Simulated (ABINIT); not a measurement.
# Quasiparticle gap of MoS2 (P6_3/mmc) in ABINIT

Aim: the G0W0 gap of MoS2 (P6_3/mmc) on PBEsol, step by step.

Program: ABINIT 10.8.3. Level of theory: PBEsol and many-body steps on it, plane waves. Results are calculated unless marked as measured.

The database entry behind the starting cell differs from later determinations by our own check (about 0.3 % long), so it need not match the best structure at ambient conditions.

## 1. The starting structure

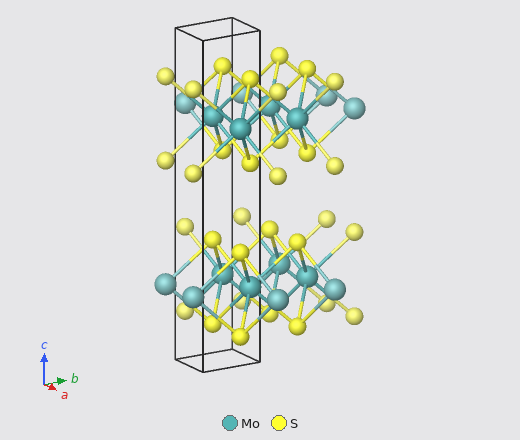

Start, viewed slightly off an axis; molybdenum teal, sulfur yellow. 2×2×1 cells are drawn. Some periodic images of atoms are drawn too.

The cell and positions come from the Crystallography Open Database and are kept as given unless a step says otherwise.

## 2. Ground state

This step: ABINIT 10.8.3; DFT, PBEsol, plane waves, norm-conserving pseudopotentials.

The ground-state density comes first.

run.abi

```
acell 3*1.0 Angstrom
rprim 
  3.169000000004 -0.000000000001 0.000000000000
  -1.584500000001 2.744434504597 0.000000000000
  0.000000000000 0.000000000000 12.324000000000
ntypat 2
znucl 42 16
natom 6
typat 1 1 2 2 2 2
xred 
  0.333333333333 0.666666666667 0.250000000000
  0.666666666667 0.333333333333 0.750000000000
  0.333333333333 0.666666666667 0.623000000000
  0.666666666667 0.333333333333 0.123000000000
  0.333333333333 0.666666666667 0.877000000000
  0.666666666667 0.333333333333 0.377000000000
pp_dirpath "pseudos"
pseudos "Mo.upf, S.upf"
ecut 36
ngkpt 6 6 2
nshiftk 1
shiftk 0 0 0
kptopt 1
chksymbreak 0
nband 33
occopt 1
tolvrs 1e-10
nstep 60
prtwf 0
indata_prefix "in"
outdata_prefix "out"
tmpdata_prefix "tmp"
```

On the command line:

```bash
> OMP_NUM_THREADS=1 mpirun -n 8 abinit run.abi > log
```

Numbers of over 12 decimals in the logs are rounded to 6 here.

The log of the run:

```text
.Version 10.8.3 of ABINIT. v10.8.2 released Aug 2026.

 Symmetries : space group P6_3/m m c (#194); Bravais hP (primitive hexag.)
================================================================================
 Values of the parameters that define the memory need of the present run
     intxc =       0    ionmov =       0      iscf =       7    lmnmax =       6
     lnmax =       6     mgfft =     128  mpssoang =       3    mqgrid =    6291
     natom =       6  nloc_mem =       1    nspden =       1   nspinor =       1
    nsppol =       1      nsym =      24    n1xccc =    2501    ntypat =       2
    occopt =       1   xclevel =       2
-    mband =          33        mffmem =           1         mkmem =           2
       mpw =        7490          nfft =      165888          nkpt =          14
================================================================================
  Rough estimation (10% accuracy) of disk space for files :
================================================================================

--------------------------------------------------------------------------------
------------- Echo of variables that govern the present computation ------------
--------------------------------------------------------------------------------
 -outvars: echo values of preprocessed input variables --------
            acell      1.8897261259E+00  1.8897261259E+00  1.8897261259E+00 Bohr

      chksymbreak           0
             ecut      3.60000000E+01 Hartree
-          fftalg         312

              ixc     -116133
              kpt      0.00000000E+00  0.00000000E+00  0.00000000E+00
                       1.66666667E-01  0.00000000E+00  0.00000000E+00
                       3.33333333E-01  0.00000000E+00  0.00000000E+00
                       5.00000000E-01  0.00000000E+00  0.00000000E+00
                       1.66666667E-01  1.66666667E-01  0.00000000E+00
                       3.33333333E-01  1.66666667E-01  0.00000000E+00
                       3.33333333E-01  3.33333333E-01  0.00000000E+00
                       0.00000000E+00  0.00000000E+00  5.00000000E-01
                       1.66666667E-01  0.00000000E+00  5.00000000E-01
                       3.33333333E-01  0.00000000E+00  5.00000000E-01
                       5.00000000E-01  0.00000000E+00  5.00000000E-01
[...]
kptrlatt        6    0    0      0    6    0      0    0    2
          kptrlen      3.59312526E+01
P           mkmem           2
            natom           6
            nband          33
            ngfft          36      36     128
             nkpt          14
            nstep          60
             nsym          24
           ntypat           2
              occ      2.000000  2.000000  2.000000  2.000000  2.000000  2.000000
                       2.000000  2.000000  2.000000  2.000000  2.000000  2.000000
                       2.000000  2.000000  2.000000  2.000000  2.000000  2.000000
                       2.000000  2.000000  2.000000  2.000000  2.000000  2.000000
                       2.000000  2.000000  0.000000  0.000000  0.000000  0.000000
[...]
prtwf           0
            rprim      3.1690000000E+00 -1.0000000000E-12  0.0000000000E+00
[...]
spgroup         194

           tolvrs      1.00000000E-10

             xred      3.3333333333E-01  6.6666666667E-01  2.5000000000E-01
[...]
znucl       42.00000   16.00000

================================================================================

 chkinp: Checking input parameters for consistency.

================================================================================
== DATASET  1 ==================================================================
-   mpi_nproc: 8, omp_nthreads: 1 (-1 if OMP is not activated)

--- !DatasetInfo
iteration_state: {dtset: 1, }
dimensions: {natom: 6, nkpt: 14, mband: 33, nsppol: 1, nspinor: 1, nspden: 1, mpw: 7490, }
cutoff_energies: {ecut:  36.0, pawecutdg:  -1.0, }
electrons: {nelect:   5.20000000E+01, charge:   0.00000000E+00, occopt:   1.00000000E+00, tsmear:   1.00000000E-02, }

 Real(R)+Recip(G) space primitive vectors, cartesian coordinates (Bohr,Bohr^-1):
 R(1)=  5.9885421  0.0000000  0.0000000  G(1)=  0.1669856  0.0964092  0.0000000
 R(2)= -2.9942710  5.1862296  0.0000000  G(2)=  0.0000000  0.1928183  0.0000000
 R(3)=  0.0000000  0.0000000 23.2889848  G(3)=  0.0000000  0.0000000  0.0429388
 Unit cell volume ucvol=  7.2330822E+02 bohr^3
 Angles (23,13,12)=  9.00000000E+01  9.00000000E+01  1.20000000E+02 degrees

 getcut: wavevector=  0.0000  0.0000  0.0000  ngfft=  36  36 128
         ecut(hartree)=     36.000   => boxcut(ratio)=   2.03490

--- Pseudopotential description ------------------------------------------------
- Mo Generated using ONCVPSP code by D. R. Hamann
- 42.00000  14.00000  180301                  znucl, zion, pspdat
12 -116133 2 -1 1640                          pspcod,pspxc,lmax,lloc,mmax
     nproj     2     2     2
  pspatm : epsatm=   15.94988793
         --- l  ekb(1:nproj) -->
[...]
pspatm: atomic psp has been read  and splines computed

- S Generated using ONCVPSP code by D. R. Hamann
- 16.00000   6.00000  180301                  znucl, zion, pspdat
[...]
ETOT  9  -184.83267521099    -1.163E-09 1.801E-04 3.002E-06
 ETOT 10  -184.83267521122    -2.349E-10 2.442E-04 1.102E-07
 ETOT 11  -184.83267521125    -2.572E-11 1.224E-04 5.779E-09
 ETOT 12  -184.83267521124     8.839E-12 1.887E-04 1.595E-10
 ETOT 13  -184.83267521125    -1.367E-11 7.934E-05 2.109E-11

 At SCF step   13       vres2   =  2.11E-11 < tolvrs=  1.00E-10 =>converged.

 Cartesian components of stress tensor (hartree/bohr^3)
  sigma(1 1)=  1.14735538E-04  sigma(3 2)=  0.00000000E+00
  sigma(2 2)=  1.14735538E-04  sigma(3 1)=  0.00000000E+00
  sigma(3 3)=  8.29954149E-05  sigma(2 1)=  0.00000000E+00

--- !ResultsGS
iteration_state: {dtset: 1, }
comment   : Summary of ground state results
lattice_vectors:
- [  5.9885421,  -0.0000000,   0.0000000, ]
- [ -2.9942710,   5.1862296,   0.0000000, ]
- [  0.0000000,   0.0000000,  23.2889848, ]
lattice_lengths: [   5.98854,    5.98854,   23.28898, ]
lattice_angles: [ 90.000,  90.000, 120.000, ] # degrees, (23, 13, 12)
lattice_volume:   7.2330822E+02
convergence: {deltae: -1.367E-11, res2:  2.109E-11, residm:  7.934E-05, diffor: null, }
etotal    :  -1.84832675E+02
entropy   :   0.00000000E+00
fermie    :   3.08644635E-01
cartesian_stress_tensor: # hartree/bohr^3
- [  1.14735538E-04,   0.00000000E+00,   0.00000000E+00, ]
- [  0.00000000E+00,   1.14735538E-04,   0.00000000E+00, ]
- [  0.00000000E+00,   0.00000000E+00,   8.29954149E-05, ]
pressure_GPa:  -3.0644E+00
xred      :
- [  3.3333E-01,   6.6667E-01,   2.5000E-01, Mo]
- [  6.6667E-01,   3.3333E-01,   7.5000E-01, Mo]
- [  3.3333E-01,   6.6667E-01,   6.2300E-01,  S]
- [  6.6667E-01,   3.3333E-01,   1.2300E-01,  S]
- [  3.3333E-01,   6.6667E-01,   8.7700E-01,  S]
- [  6.6667E-01,   3.3333E-01,   3.7700E-01,  S]
cartesian_forces: # hartree/bohr
- [ -2.51747557E-30,  -2.26470159E-30,   1.44560290E-19, ]
- [  1.69783236E-30,  -1.45346520E-30,   1.44560290E-19, ]
- [  9.95281039E-31,   1.69007581E-31,   5.84275091E-03, ]
- [ -4.09821604E-31,   1.79148036E-30,   5.84275091E-03, ]
- [  2.92729717E-31,  -2.36610614E-31,  -5.84275091E-03, ]
- [ -5.85459435E-32,   1.99428946E-30,  -5.84275091E-03, ]
force_length_stats: {min:   1.44560290E-19, max:   5.84275091E-03, mean:   3.89516727E-03, }

 Integrated electronic density in atomic spheres:
 ------------------------------------------------
 Atom  Sphere_radius  Integrated_density
[...]
================================================================================

 ----iterations are completed or convergence reached----

 Mean square residual over all n,k,spin=   47.439E-08; max=  79.343E-06
 reduced coordinates (array xred) for    6 atoms
[...]
0.666666666667      0.333333333333      0.750000000000
       0.333333333333      0.666666666667      0.623000000000
       0.666666666667      0.333333333333      0.123000000000
       0.333333333333      0.666666666667      0.877000000000
       0.666666666667      0.333333333333      0.377000000000
 rms dE/dt=  6.4145E-02; max dE/dt=  1.3607E-01; dE/dt below (all hartree)
    1       0.000000000000      0.000000000000      0.000000000000
    2      -0.000000000000      0.000000000000      0.000000000000
    3      -0.000000000000      0.000000000000     -0.136071736968
    4       0.000000000000     -0.000000000000     -0.136071736968
    5      -0.000000000000      0.000000000000      0.136071736968
    6      -0.000000000000     -0.000000000000      0.136071736968

 cartesian coordinates (angstrom) at end:
    1      6.7e-13     1.829623     3.081000
    2      1.584500     0.914812     9.243000
    3      6.7e-13     1.829623     7.677852
    4      1.584500     0.914812     1.515852
[...]
cartesian forces (hartree/bohr) at end:
[...]
frms,max,avg= 2.7542992E-03 5.8427509E-03   0.000E+00  0.000E+00  0.000E+00 h/b

 cartesian forces (eV/Angstrom) at end:
[...]
2      0.000000    -0.000000     0.000000
    3      0.000000     0.000000     0.300446
    4     -0.000000     0.000000     0.300446
    5      0.000000    -0.000000    -0.300446
    6     -0.000000     0.000000    -0.300446
 frms,max,avg= 1.4163176E-01 3.0044633E-01   0.000E+00  0.000E+00  0.000E+00 e/A
 length scales=  1.889726125908  1.889726125908  1.889726125908 bohr
              =  1.000000000000  1.000000000000  1.000000000000 angstroms
 prteigrs : about to open file out_EIG
 Fermi (or HOMO) energy (hartree) =   0.30864   Average Vxc (hartree)=  -0.40933
 Eigenvalues (hartree) for nkpt=  14  k points:
 kpt#   1, nband= 33, wtk=  0.01389, kpt=  0.0000  0.0000  0.0000 (reduced coord)
  -1.94923   -1.94923   -1.00052   -1.00052   -0.99182   -0.99182   -0.99182   -0.99182
  -0.24099   -0.23091   -0.19606   -0.17942    0.05456    0.09324    0.17893    0.18792
   0.18792    0.18840    0.18840    0.22846    0.22846    0.23018    0.23018    0.26514
   0.26561    0.30864    0.38561    0.38578    0.38663    0.38671    0.39220    0.39236
   0.39864
 prteigrs : prtvol=0 or 1, do not print more k-points.

--- !EnergyTerms
iteration_state     : {dtset: 1, }
comment             : Components of total free energy in Hartree
kinetic             :  5.98670185610680E+01
hartree             :  5.39247501146350E+01
xc                  : -3.31301634207038E+01
Ewald energy        : -1.19847493795111E+02
psp_core            :  4.80046661553859E+00
local_psp           : -1.73705974705001E+02
non_local_psp       :  2.32587214183232E+01
total_energy        : -1.84832675211251E+02
total_energy_eV     : -5.02955331605130E+03
band_energy         : -1.62397490984375E+01

 Cartesian components of stress tensor (hartree/bohr^3)
  sigma(1 1)=  1.14735538E-04  sigma(3 2)=  0.00000000E+00
  sigma(2 2)=  1.14735538E-04  sigma(3 1)=  0.00000000E+00
  sigma(3 3)=  8.29954149E-05  sigma(2 1)=  0.00000000E+00

-Cartesian components of stress tensor (GPa)         [Pressure= -3.0644E+00 GPa]
- sigma(1 1)=  3.37563607E+00  sigma(3 2)=  0.00000000E+00
- sigma(2 2)=  3.37563607E+00  sigma(3 1)=  0.00000000E+00
- sigma(3 3)=  2.44180941E+00  sigma(2 1)=  0.00000000E+00

== END DATASET(S) ==============================================================
================================================================================

 -outvars: echo values of variables after computation  --------
           etotal     -1.8483267521E+02
            nband          33
             nkpt          14
          spgroup         194
 [... the other variables as echoed above ...]

 Calculation completed.
```

Elapsed: 25 s, on 8 MPI ranks of Arm Neoverse V2, shared host; peak memory 0.81 GiB; 3.3 min of CPU time.

This step gave:

```yaml
total_energy: -5029.5533 eV
gap: 0.8460 eV
k_of_the_valence_top: 0, 0, 0
k_of_the_conduction_bottom: 0.1667, 0.1667, 0
least_direct_gap: 1.652 eV
pressure: -3.064 GPa
```

The gap is indirect, with the least direct gap 0.81 eV higher.

The cutoff was set for levels, not for stress, so the pressure can be off by some GPa.

(Part 1 of 3 ends here.)

[Paths, hosts, dates, memory and timing lines, banners, echoed tables and standing remarks are left out of the program output.]

[Logs are printed without paths, hosts, clocks, repeated set-up lines and the standing remarks that a program may print on its own settings, such as how far it seeks lower states.]

[Runs of the session that timed out or met a known fault of the program may be left out.]

[Hosts, paths, dates, database ids (printed as entryN), source tags and the programs' standing remarks are cut or masked in the printed files.]

[G0W0 gaps are taken among the corrected bands and points alone; a level outside them can change the order at an edge.]

[Where Ansatz stands beside ABINIT at settings called matched, ABINIT's density can come from a denser mesh and the files from another edition; pairs whose starting gaps differed by over 0.03 eV were left out, so agreement reads better than it is.]
